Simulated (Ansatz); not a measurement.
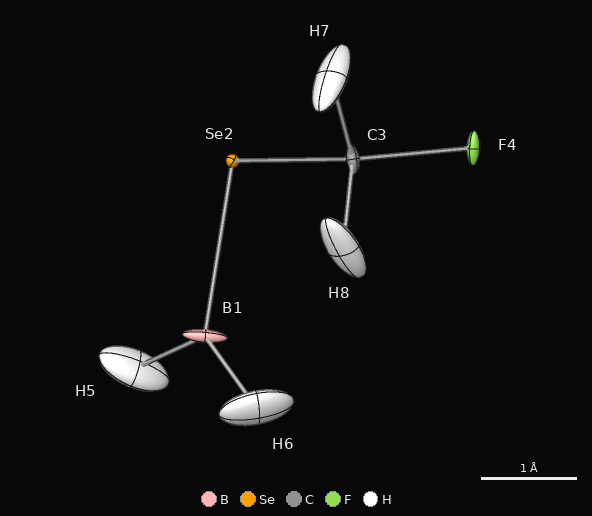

Displacement ellipsoids at the 50 % level, from the internal vibrations of the free molecule (harmonic, no overall translation or rotation; no half-axis is drawn under 0.075 Å). Vibrations computed with RKS PBE0-D4/def2-TZVP (Ansatz 0.2.0). Temperature: 100 K.

List U_eq and the three principal root-mean-square amplitudes for each kind of atom.

| atom | U_eq (Å²) | rms amplitudes (Å) |
| --- | --- | --- |
| B1 | 0.0094 | 0.040, 0.045, 0.156 |
| Se2 | 0.00036 | 0.010, 0.011, 0.029 |
| C3 | 0.0045 | 0.037, 0.043, 0.101 |
| F4 | 0.0057 | 0.017, 0.046, 0.121 |
| H5 | 0.0347 | 0.098, 0.154, 0.266 |
| H6 | 0.0342 | 0.093, 0.154, 0.265 |
| H7 | 0.0345 | 0.083, 0.120, 0.287 |
| H8 | 0.0348 | 0.083, 0.124, 0.287 |
